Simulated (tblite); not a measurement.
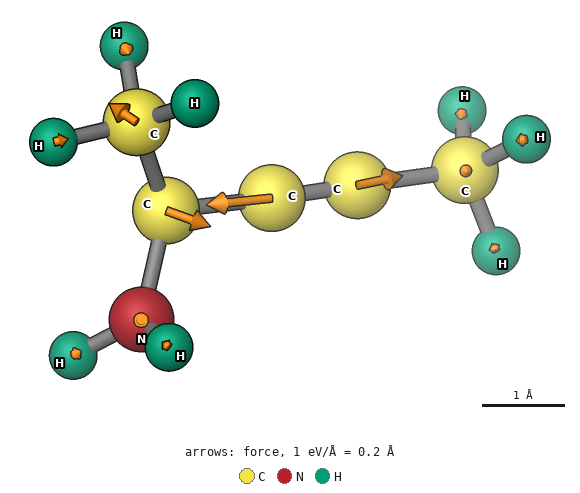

Starting geometry of C5H8N (multiplicity 2) with the computed forces as orange arrows. The picture is a ball-and-stick view, seen from a free direction.

Computed with GFN2-xTB geometry optimisation, gas phase (tblite). 

**Is this structure relaxed? If not, where do the atoms go?**

It isn't relaxed: the largest force vector, on a C atom, is 4.44 eV/Å. The final displacements have little in common with the starting forces (cosine between the two patterns 0.16). Over 114 geometry steps the energy falls by 23.9 kcal/mol. The atom that moves furthest after the best rigid fit is an H atom (1.34 Å). Largest moves by element: H 1.34 Å, C 0.48 Å, N 0.31 Å. Some distances before and after: C–C 1.462 → 1.368 Å, C–H 1.128 → 1.087 Å, C–C 1.189 → 1.218 Å, C–N 1.426 → 1.398 Å. Bond angles that change, for instance: C–C–C 115.3° → 122.2°, C–C–H 117.4° → 110.8°, C–C–N 114.3° → 120.6°. The run took 0.38 s on 1 thread of Arm Neoverse V2 (shared host).
